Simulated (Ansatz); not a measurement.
H$_{6}$NOSi (charge −1)

```json
{"atom": "O", "x (Å)": "0.5109", "y (Å)": "0.2861", "z (Å)": "-1.7857"}
{"atom": "H", "x (Å)": "-0.2310", "y (Å)": "0.8061", "z (Å)": "-2.1079"}
{"atom": "Si", "x (Å)": "0.3345", "y (Å)": "0.2566", "z (Å)": "-0.0751"}
{"atom": "N", "x (Å)": "-0.6036", "y (Å)": "-0.9259", "z (Å)": "0.8509"}
{"atom": "H", "x (Å)": "1.5892", "y (Å)": "-0.6811", "z (Å)": "0.0081"}
{"atom": "H", "x (Å)": "-1.0237", "y (Å)": "1.1193", "z (Å)": "-0.2349"}
{"atom": "H", "x (Å)": "1.0193", "y (Å)": "1.4006", "z (Å)": "0.6822"}
{"atom": "H", "x (Å)": "-1.4822", "y (Å)": "-0.6457", "z (Å)": "1.2613"}
{"atom": "H", "x (Å)": "-0.1132", "y (Å)": "-1.6160", "z (Å)": "1.4011"}
```

Geometry: PBE0-D4/def2-TZVPD.

Level of theory: Ansatz, RKS PBE0-D4/def2-TZVPPD.

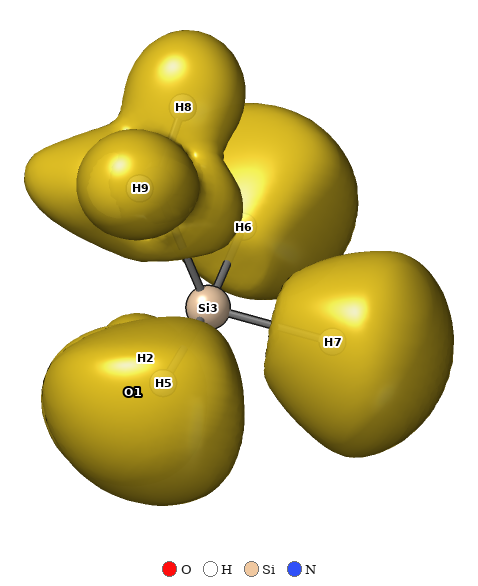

Figure 1. Isosurface of the ELF at 0.75 (yellow), seen at an oblique angle. Only the valence region is drawn (cores and ρ < 0.01 e/Å³ removed).

Q: Describe the localisation domains.

A: The surface consists of three regions around hydrogen nuclei, one joined region spread over several atoms (H, N), in which their bonds and any lone pairs are merged and one joined region spread over several atoms (H, O), in which their bonds and any lone pairs are merged. Along the contacts the grid gives the following. Si–O (1.72 Å): the ELF peaks at about 0.90 between the atoms; a polar covalent bond. Si–N (1.77 Å): the ELF peaks at about 0.90 between the atoms: a shared but strongly polarised pair.

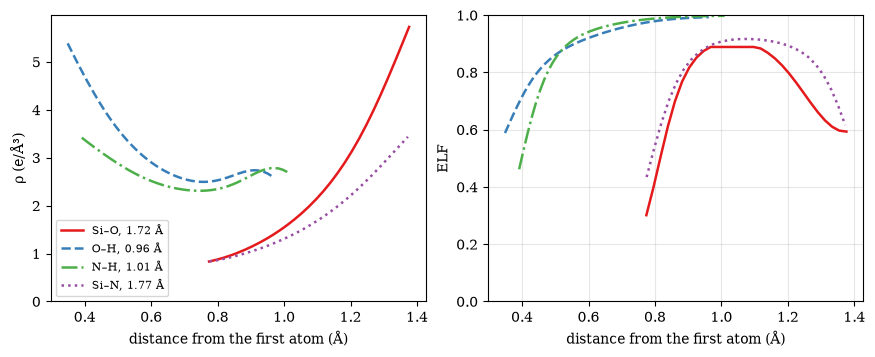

Figure 2. Electron density and electron localisation function along straight lines between neighbouring atoms. The curves leave out the atomic cores.

Q: What can be read from the curves?

A: Si–O (1.72 Å): ρ at the midpoint is about 1 e/Å³; the ELF peaks at about 0.90 between the atoms (a shared but strongly polarised pair).
O–H (0.96 Å): the density is about 3.8 e/Å³ at the midpoint; the ELF climbs to about 1 towards the hydrogen, as it does in any bond to H (an ordinary covalent bond to hydrogen).
N–H (1.01 Å): ρ at the midpoint is about 2.9 e/Å³; the ELF climbs to about 1 towards the hydrogen; a covalent bond by its length.
Si–N (1.77 Å): ρ is about 1 e/Å³ halfway; the ELF peaks at about 0.90 between the atoms; a polar covalent bond.

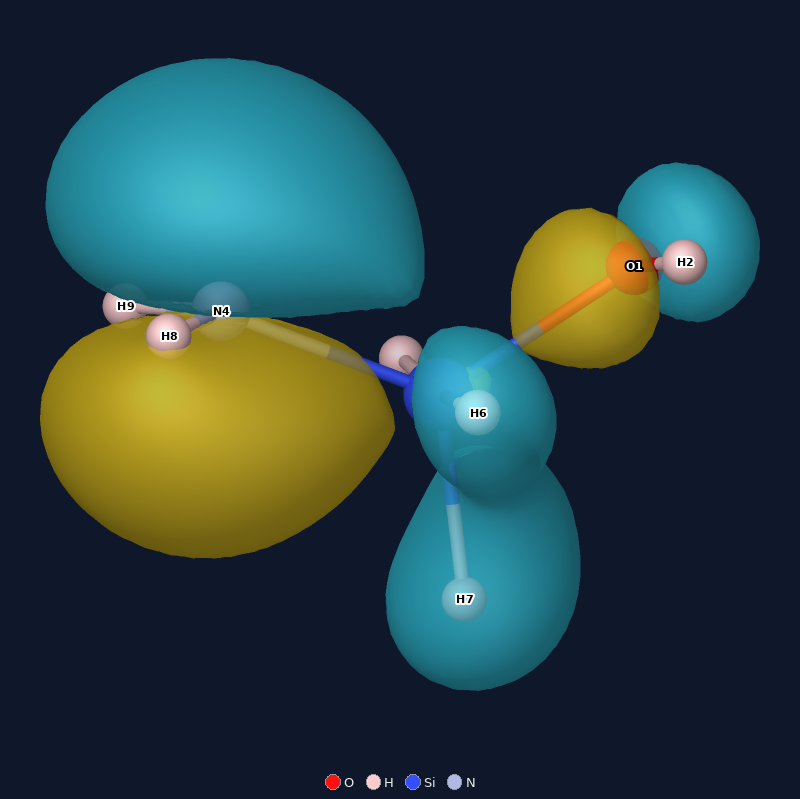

Figure 3. The HOMO−1 at ±0.08 Å⁻³ᐟ² (yellow and cyan are the two phases), seen from one side.

Q: What is the character of this orbital?

A: By Hirshfeld shares it lies mainly on N4 (about 65 %) and Si3 (about 15 %). Its energy is −2.29 eV.
